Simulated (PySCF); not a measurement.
## Electronic structure of C4H2FNOS (SMILES O=Cc1sncc1F) in real space

```xyz
10

O    -2.6935    0.8781    0.6545
C    -1.9184    0.1233    0.1293
C    -0.4732    0.2478    0.1749
S     0.3708    1.5122    0.9976
N     1.8349    0.9623    0.5918
C     1.7815   -0.1278   -0.1340
C     0.4810   -0.5774   -0.4001
F     0.1915   -1.6617   -1.1173
H    -2.2553   -0.7577   -0.4497
H     2.6896   -0.5945   -0.4694
```

Geometry: GFN2-xTB.

The calculation used PySCF 2.14.0, PBE0/pcSseg-1, SCF density, gas phase, non-relativistic.

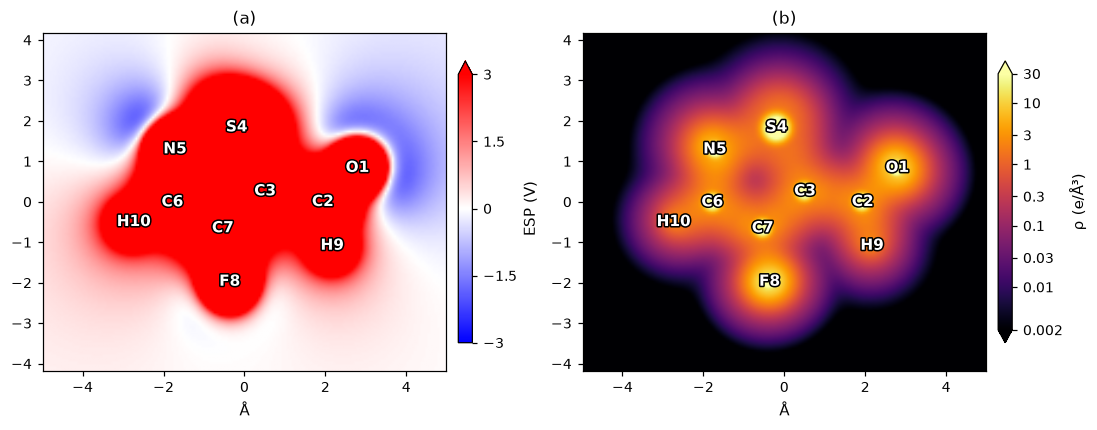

Figure 1. (a) molecular electrostatic potential; (b) total electron density on the molecular plane.

**Read the bonding off the picture.**

The section cuts through O, C, S, N, F and H sites. C–O (1.20 Å): ρ at the midpoint is about 3.3 e/Å³. C–N (1.31 Å): ρ at the midpoint is about 2.6 e/Å³. C–F (1.33 Å): the density is about 2.4 e/Å³ at the midpoint. C–C (1.39 Å): the density is about 2.1 e/Å³ at the midpoint. S–N (1.62 Å): the density is about 1.7 e/Å³ at the midpoint. Outside the dense part of the molecule the potential is most negative (−1.8 V) near O1.

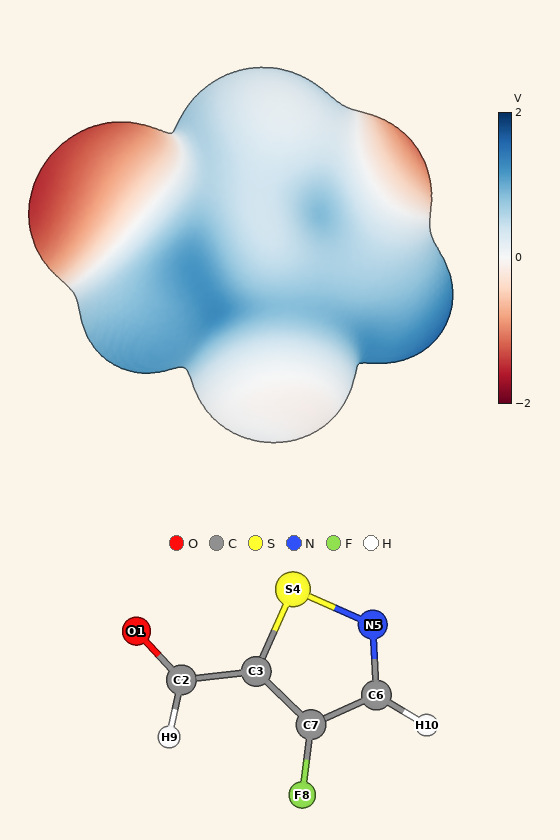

Figure 2. The molecular electrostatic potential painted on the density surface at 0.002 e/bohr³, seen at a tilt; red is negative and blue positive. The bare structure is drawn below in the same view.

**Describe the electrostatic potential map.**

The most negative region (about −1.4 V, or −32 kcal/mol for a unit charge) lies over O1, the most positive (about +1.5 V, or +35 kcal/mol for a unit charge) over H10. O1 is the likeliest acceptor of a hydrogen bond.
